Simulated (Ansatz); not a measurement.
C3H4Se: several calculations on one system

Part 1: Relaxation

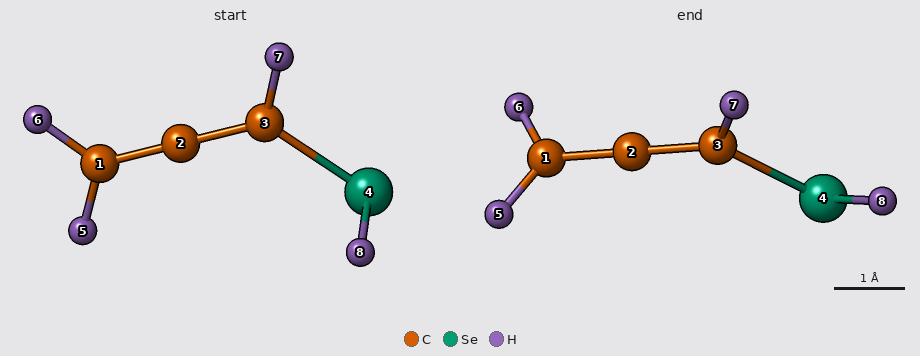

The structure of C₃H₄Se before (left) and after (right) a relaxation, at one scale.

A ball-and-stick model, seen at a tilt.

The run prepares an end point of a later path (hydrogen shift) calculation, from a guessed geometry.

Theory: UKS PBE/def2-SVP (Ansatz 0.2.0). (collinear spin; force threshold 0.02 eV/Å; at most 50 steps)

Question: What changed between the two?

Answer: The largest move after the best rigid fit is that of H8, 1.17 Å. Largest moves by element: H 1.17 Å, C 0.39 Å, Se 0.17 Å. Near-neighbour distances that change, for instance: C1–C2 1.238 → 1.318 Å, Se4–H8 1.559 → 1.486 Å, C3–Se4 1.892 → 1.929 Å, C2–C3 1.281 → 1.317 Å. Among the angles between lasting bonds that change: C3–Se4–H8 88.3° → 94.0°, H5–C1–H6 114.4° → 116.9°, C2–C1–H6 124.0° → 121.6°. Groups turn about C3–Se4 by about 70°. The energy falls by 62.4 kcal/mol in 17 accepted moves (20 points after the start). Largest force component: 6.3 eV/Å at the start, 0.013 eV/Å at the end. The line search rejected the trial steps at points 8, 12, 16 of the run. The forces were under the threshold at step 13, but the run went on from there.

Part 2: Relaxation

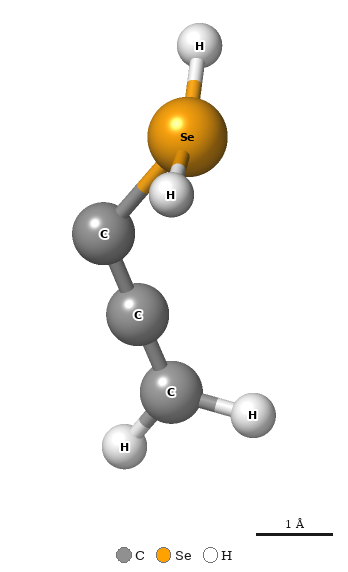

This is the input geometry for a relaxation of C3H4Se. Style: ball-and-stick. Shown from a free direction.

The run prepares an end point of a later path (hydrogen shift) calculation, from a guessed geometry.

Level of theory: UKS PBE/def2-SVP in Ansatz.

Input file:
```yaml
crystal:
  periodic: [false, false, false]
  atoms:
    - { symbol: C, position_ang: [-0.5345, 1.4843, -0.341] }
    - { symbol: C, position_ang: [0.0878, 0.4702, 0.0012] }
    - { symbol: C, position_ang: [0.733, -0.582, 0.3428] }
    - { symbol: Se, position_ang: [0.6042, -2.2212, -0.5933] }
    - { symbol: H, position_ang: [-1.3302, 1.4491, -1.1468] }
    - { symbol: H, position_ang: [-0.394, 2.4945, 0.1276] }
    - { symbol: H, position_ang: [1.86299, -2.41704, -1.44064] }
    - { symbol: H, position_ang: [-0.5587, -2.6238, 0.3641] }
magnetization:
  spin_polarized: true
basis:
  gaussian: { orbitals: def2-SVP }
hamiltonian:
  xc: pbe
relax:
  f_tol: 0.02
  max_steps: 50
```

Command:
```bash
ansatz run input.yaml --threads 2 --pin off --max-ram 3072MiB --backend cpu --events-out ev --progress --plain --runs-dir out
```

### Where does the relaxation end?

The largest move after the best rigid fit is that of H5, 2.13 Å. By element the largest moves are H 2.13 Å, C 1.10 Å, Se 0.42 Å. Among the contacts that change: C1–C2 1.238 → 1.333 Å, Se4–H7 1.530 → 1.494 Å, C1–H5 1.133 → 1.103 Å, C2–C3 1.281 → 1.303 Å. Bond angles that change, for instance: H7–Se4–H8 157.0° → 87.9°, C3–Se4–H8 88.3° → 121.4°, C3–Se4–H7 109.2° → 97.5°. After 27 accepted moves (31 points after the start) the energy has fallen by 69.8 kcal/mol. Largest force component: 7.2 eV/Å at the start, 0.011 eV/Å at the end. The line search rejected the trial steps at points 9, 20, 24, 30 of the run. The run took 59 s on 2 threads of Intel(R) Xeon(R) Platinum 8488C (Sapphire Rapids), on a shared host, peak memory 0.23 GiB.

The structure at the end:

```xyz
8

C    -0.6123    1.5874   -0.1791
C     0.1836    0.5495   -0.4347
C     1.0877   -0.3568   -0.6763
Se    0.6927   -2.1669   -1.0047
H    -0.7955    1.9272    0.8544
H    -1.1140    2.1420   -0.9903
H     1.5598   -2.7532    0.0616
H    -0.5315   -2.8751   -0.3169
```

The end point in the same view:

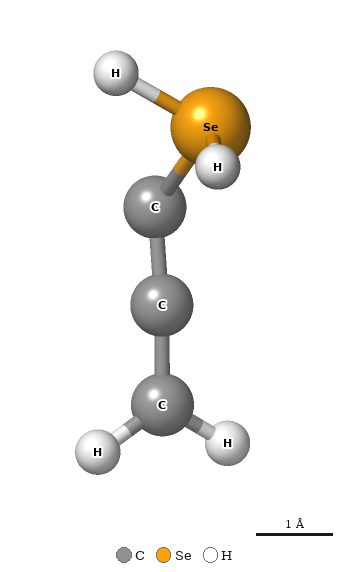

Part 3: Path

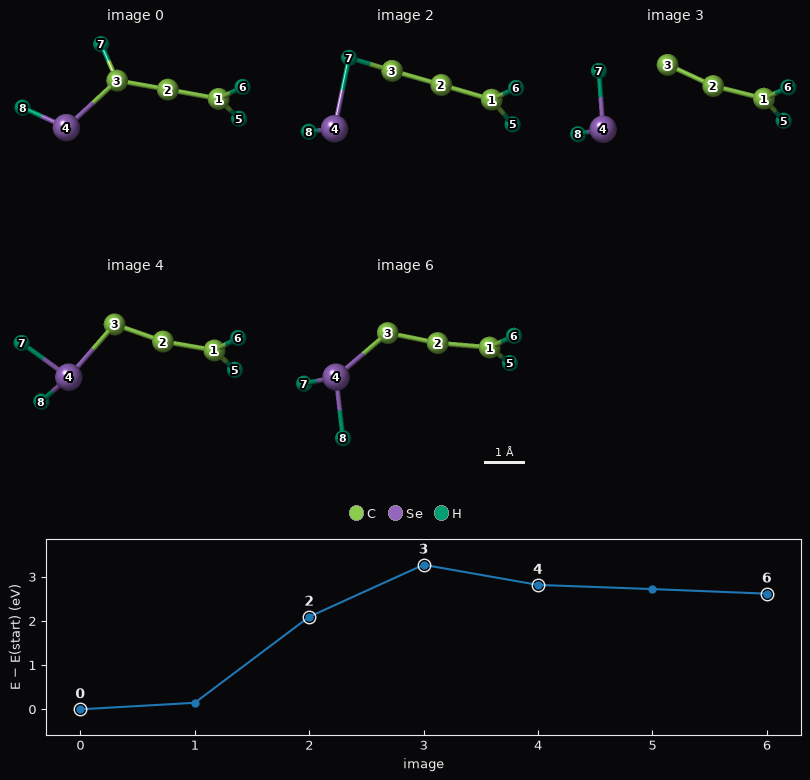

A search for the minimum-energy path of C$_{3}$H$_{4}$Se by the nudged elastic band. Images are numbered from 0 (start) to 6 (end). Style: ball-and-stick. Shown at a tilt.

Method: UKS PBE/def2-SVP (Ansatz). Settings: 5 movable images; climbing image; force threshold 0.05 eV/Å; iteration limit 60; starting path through a guess of the saddle point.

### What happens along the path, and what is the barrier?

The highest point, image 3, lies 3.27 eV above the start and 0.65 eV above the end; the end is at +2.62 eV relative to the start. A hydrogen atom shifts from one atom to another. Breaking: C3–H7 (1.10 → 2.00 at the top → 2.55 Å). Forming: Se4–H7 (2.60 → 1.50 at the top → 1.49 Å). The band is converged. At the top, the vibrational analysis gives one imaginary mode (637i cm⁻¹), as a transition state must have.
